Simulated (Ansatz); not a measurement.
C₂H₇OSi (SMILES C[Si](C)O) (doublet)

```xyz
11

C    -2.0923    0.0951    1.4801
C    -0.1536    2.3799    0.6319
O    -2.3612    1.6865   -1.0131
Si   -1.9476    1.7852    0.6177
H    -3.1165   -0.2937    1.4641
H    -1.7880    0.1823    2.5300
H    -1.4396   -0.6439    0.9953
H     0.4877    1.6675    0.0955
H    -0.0551    3.3554    0.1451
H     0.2199    2.4710    1.6580
H    -3.2710    1.4094   -1.1913
```

Geometry: B3LYP/6-31G*.

All numbers below come from isolated molecule in a Gaussian basis; Kohn-Sham density functional theory, functional PBE0 in Ansatz.

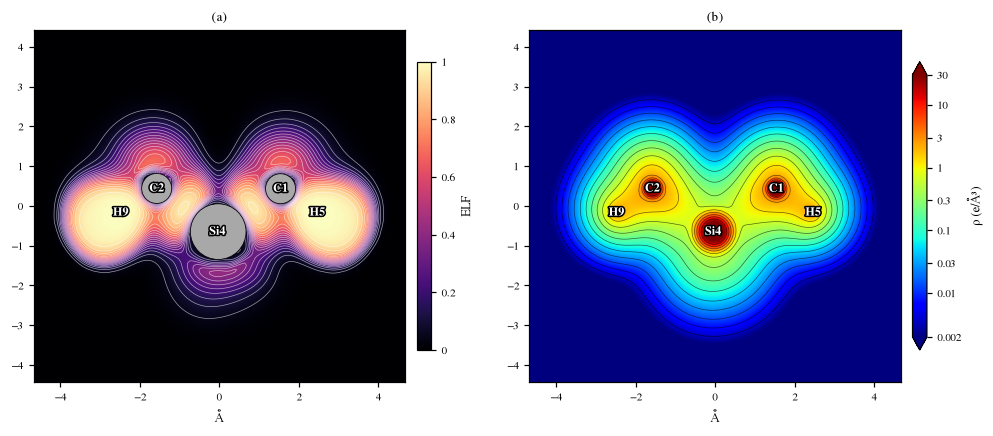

Figure 1. (a) electron localisation function; (b) electron density on the plane of atoms Si4, C1 and H5. Grey discs cover the atomic cores in the ELF map.

Q: Read the bonding off the picture.

A:
- Atoms in the plane: C, Si and H.
- C–Si (1.89 Å): the density is about 0.94 e/Å³ at the midpoint; the ELF peaks at about 0.95 between the atoms, as expected for a shared electron pair.
- C–H (1.09 Å): ρ is about 2 e/Å³ halfway; the ELF climbs to about 1 towards the hydrogen, as it does in any bond to H: a covalent bond by its length.

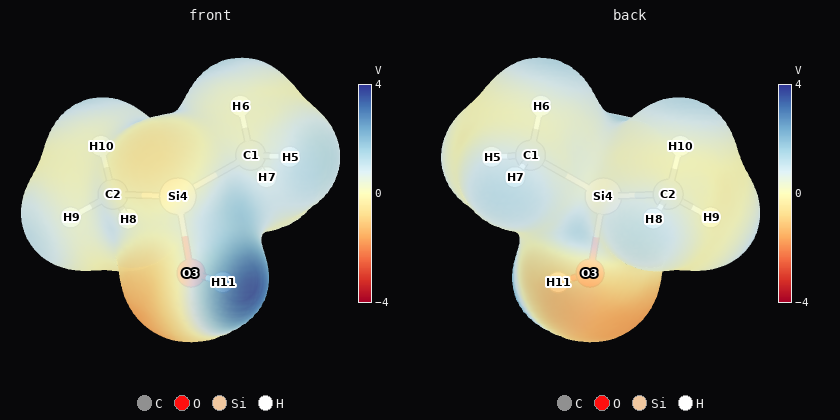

Figure 2. The molecular electrostatic potential painted on the density surface at 0.004 e/bohr³, seen from the front and from behind; red is negative and blue positive.

Q: Describe the electrostatic potential map.

A: The most negative region (about −1.6 V, or −37 kcal/mol for a unit charge) lies over O3, the most positive (about +3.4 V, or +78 kcal/mol for a unit charge) over H11. O3 is the likeliest acceptor of a hydrogen bond.

Q: What dipole moment does the calculation give?

A: Its dipole moment is 1.14 D.

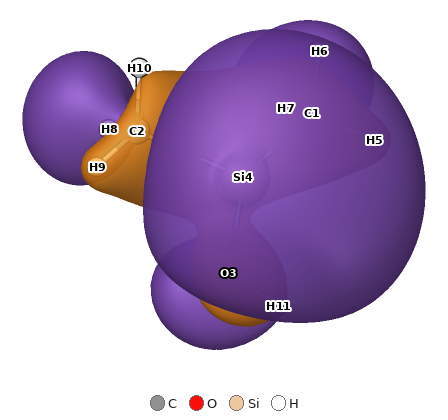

Figure 3. The LUMO (β) at ±0.04 Å⁻³ᐟ² (orange and purple are the two phases), seen at a tilt.

Q: Describe this orbital and give its energy.

A: Its weight (Hirshfeld) is mainly on Si4 (about 65 %), C1 (about 10 %), O3 (about 10 %) and C2 (about 5 %). Its energy is −1.66 eV.
